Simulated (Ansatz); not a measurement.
CH₄OZn···H₂

The calculation's input:

```
crystal:
  periodic: [false, false, false]
  atoms:
    - {symbol: Zn, position_ang: [0.167370, -0.361935, 0.497384]}
    - {symbol: H, position_ang: [-0.082401, -0.654503, -2.696924]}
    - {symbol: C, position_ang: [-0.368496, 1.445658, 0.859947]}
    - {symbol: H, position_ang: [0.147127, -1.229883, -2.275649]}
    - {symbol: O, position_ang: [0.647459, -2.021984, 0.057219]}
    - {symbol: H, position_ang: [-1.368963, 1.473730, 1.296105]}
    - {symbol: H, position_ang: [-0.380720, 2.027227, -0.064415]}
    - {symbol: H, position_ang: [0.323191, 1.924233, 1.556038]}
    - {symbol: H, position_ang: [0.915634, -2.602545, 0.770394]}
basis:
  gaussian: {orbitals: def2-TZVPP}
hamiltonian: {xc: pbe0, dispersion: d4}
output: {orbitals: {seedname: orbitals}}
```

Run with:

```sh
ansatz run in.yaml --threads 4 --pin off --events-out ev --progress --plain --max-ram 9574MiB
```

The product side of a reaction path; geometry: PBE0-D4/def2-TZVP.

All numbers below come from RKS PBE0-D4/def2-TZVPP (Ansatz).

Question: What will maps of the electron density and electron localisation function show?

Answer: Zn1···H4 (2.91 Å): the density falls to about 0.04 e/Å³ on the way; the ELF dips to about 0 between them.
Zn–O (1.78 Å): ρ is about 0.92 e/Å³ halfway; the ELF peaks at about 0.85 in the valence shell of O, 0.6 Å from its nucleus, and is about 0.20 at the midpoint.
C–Zn (1.92 Å): ρ is about 0.81 e/Å³ halfway; the ELF peaks at about 0.90 in the valence shell of C, 0.7 Å from its nucleus, and is about 0.45 at the midpoint.
H–H (0.75 Å): the density is about 1.8 e/Å³ at the midpoint; the ELF is about 1 at the midpoint.

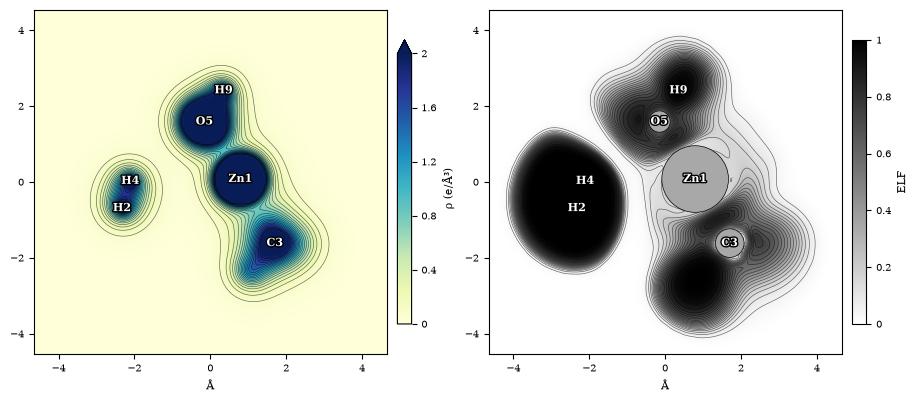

Computed electron density and electron localisation function on the plane of atoms Zn1, O5 and H9, in this order. Grey discs cover the atomic cores in the ELF map. 
